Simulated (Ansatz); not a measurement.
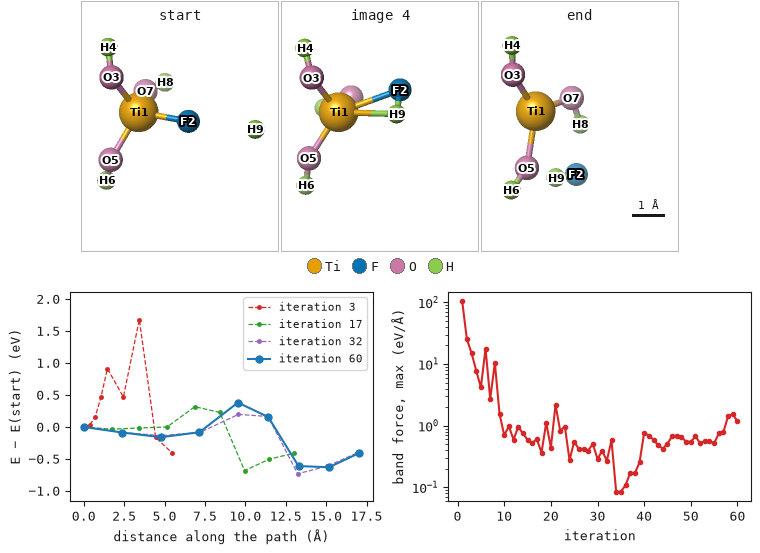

NEB run on TiH$_{4}$O$_{3}$F (multiplicity 2), made up at the start of TiH$_{3}$O$_{3}$F and H. Images are numbered from 0 (start) to 8 (end). The plot follows the band through its iterations. The picture is a ball-and-stick view, seen at a tilt.

All numbers below come from UKS LDA/def2-SVP (Ansatz). Run with 7 movable images; climbing image; force threshold 0.05 eV/Å; iteration limit 60; starting path through a guess of the saddle point.

> Judge this run.

The result isn't final. The band hadn't converged when the run stopped after 60 iterations. The largest component of the band force went from 100 to 1.2 eV/Å. The barrier read from it is provisional, though the highest image hardly moved in the last two iterations. The first iteration put the highest image at 21.61 eV. Relative to the start the highest point is image 4 at +0.38 eV and the end lies at −0.41 eV, but the profile dips to −0.16 eV at image 2 on the way, so there may be an intermediate minimum, or an end is no minimum.

Limits of the set-up: the start holds two separate molecules, 2.2 Å apart at their closest, whose relative position is a soft coordinate and is computed without a dispersion correction.

The run took 8 min on 4 threads of Arm Neoverse V1, with other jobs on the host, peak memory 0.26 GiB.
